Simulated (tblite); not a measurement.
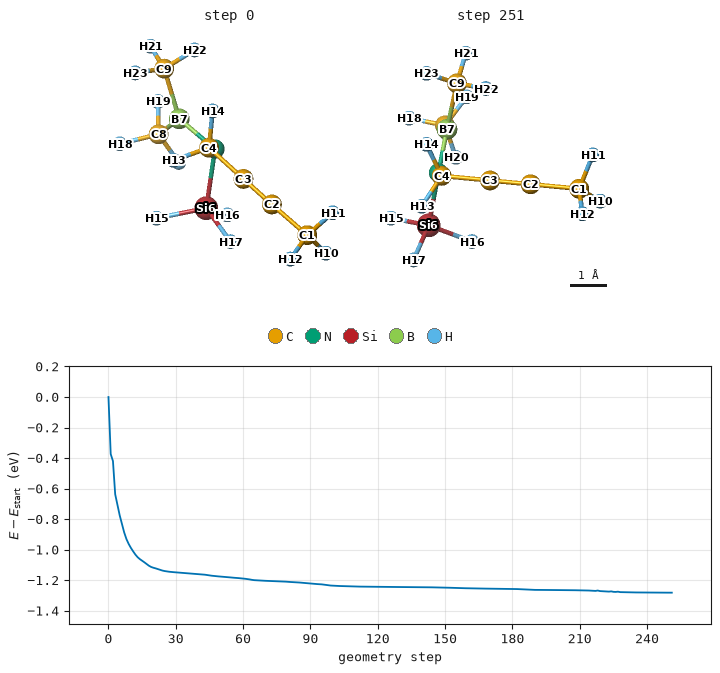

First and last geometry of a relaxation of C6H14BNSi, with the history of the run. Style: ball-and-stick. Shown from a free direction.

These are results of tblite 0.8.0, GFN2-xTB geometry optimisation, gas phase, not measurements. 

**Read the history and describe the run.**

It converged. After 251 geometry steps the energy has fallen by 1.281 eV. The largest move after the best rigid fit is that of an H atom, 2.31 Å. By element the largest moves are H 2.31 Å, C 1.44 Å, N 1.29 Å, Si 1.24 Å, B 0.40 Å. Among the contacts that change: B–N 1.516 → 1.411 Å, C–H 1.141 → 1.090 Å, N–Si 1.798 → 1.749 Å, C–N 1.418 → 1.465 Å. Among the angles between lasting bonds that change: Si–N–B 106.7° → 124.0°, C–N–Si 109.2° → 116.8°, C–N–B 112.1° → 119.1°.

```csv
step,"E − E(0), eV"
0,0.0000
1,-0.3734
2,-0.4194
3,-0.6371
4,-0.7065
5,-0.7746
6,-0.8309
7,-0.8867
8,-0.9301
9,-0.9620
10,-0.9882
23,-1.1319
35,-1.1541
48,-1.1734
61,-1.1904
73,-1.2054
86,-1.2161
99,-1.2346
111,-1.2413
124,-1.2437
137,-1.2449
150,-1.2481
162,-1.2532
175,-1.2557
188,-1.2625
200,-1.2640
213,-1.2667
226,-1.2764
238,-1.2803
251,-1.2813
```
